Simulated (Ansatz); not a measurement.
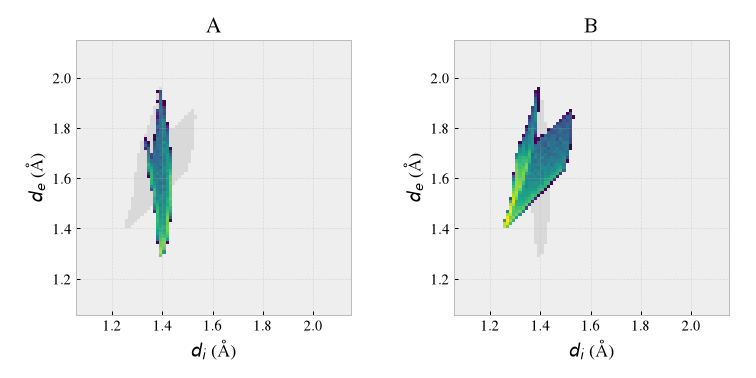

Fingerprint plots of the Hirshfeld surface computed for one B2 unit (covalently bonded non-metal atoms) in NaB2 (P6_3/mmc), each panel colouring one kind of contact over the whole plot in grey. The kinds are B···B, B···Na, in shuffled order.

The surface is where the fragment's share of the procrystal density (the sum of the densities of spherically averaged neutral Hartree-Fock atoms) equals one half. d_i and d_e are the distances from the surface to the nearest nucleus inside and outside.

Origin of the cell: the geometry relaxed with DFT PBE, scalar-relativistic, plane waves, PAW in Ansatz 0.2.0; the starting structure was generated, so it need not be a known form of this composition.

```cif
data_structure
_symmetry_space_group_name_H-M 'P 1'
_symmetry_Int_Tables_number 1
_cell_length_a 2.6640
_cell_length_b 2.6640
_cell_length_c 12.0803
_cell_angle_alpha 90.000
_cell_angle_beta 90.000
_cell_angle_gamma 120.000
_cell_volume 74.25
loop_
_atom_site_label
_atom_site_type_symbol
_atom_site_fract_x
_atom_site_fract_y
_atom_site_fract_z
_atom_site_occupancy
Na1 Na 0.00000 0.00000 0.50000 1
Na2 Na 0.00000 0.00000 0.00000 1
B1 B 0.66667 0.33333 0.31765 1
B2 B 0.33333 0.66667 0.68235 1
B3 B 0.33333 0.66667 0.81765 1
B4 B 0.66667 0.33333 0.18235 1
```

Which panel shows which contact, and what share of the surface does each take?

Answer. A: B···Na, 33 % of the area, smallest d_i + d_e about 2.7 Å. B: B···B, 67 % of the area, smallest d_i + d_e about 2.7 Å.

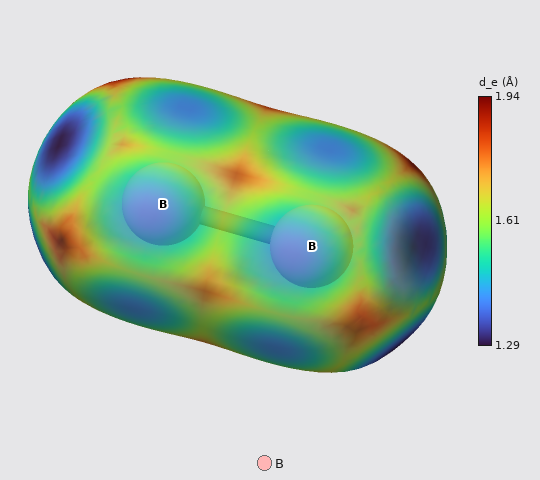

Hirshfeld surface computed for one B2 unit (covalently bonded non-metal atoms) in NaB2 in space group P6_3/mmc, coloured by d_e.
